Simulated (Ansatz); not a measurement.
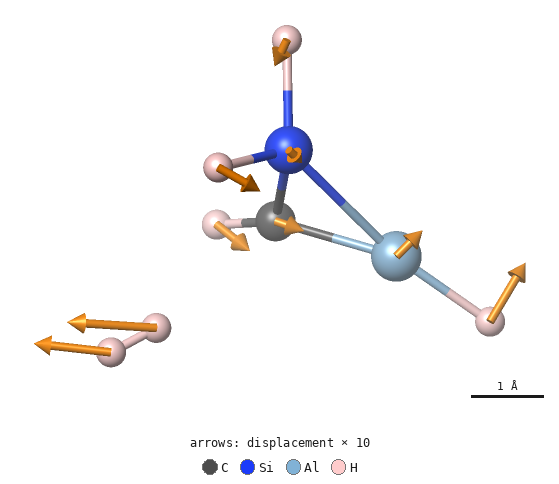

This is a relaxation of CH₆AlSi (charge −1). The starting structure is drawn; orange arrows show the displacements, magnified 10 times. The two geometries are superimposed by the best rigid fit.

The picture is a ball-and-stick view, seen at a tilt.

It is one of the separated reactants of a reaction.

All numbers below come from RKS PBE0-D4/def2-TZVPD (Ansatz 0.2.0). Settings: force threshold 0.005 eV/Å; at most 200 steps.

> Describe the change and its energy.

The largest move after the best rigid fit is that of an H atom, 0.13 Å. By element the largest moves are H 0.13 Å, Al 0.05 Å, C 0.04 Å, Si 0.03 Å. Some distances before and after: C–Si 1.879 → 1.848 Å, Al–Si 2.343 → 2.314 Å, H–H 0.782 → 0.756 Å, Al–C 1.854 → 1.833 Å. After 9 geometry steps the energy has fallen by 3.73 kJ/mol. Largest force component: 0.68 eV/Å at the start, 0.0036 eV/Å at the end.

Limits of the set-up: the start holds two separate molecules, 2.6 Å apart at their closest, whose relative position is a soft coordinate.
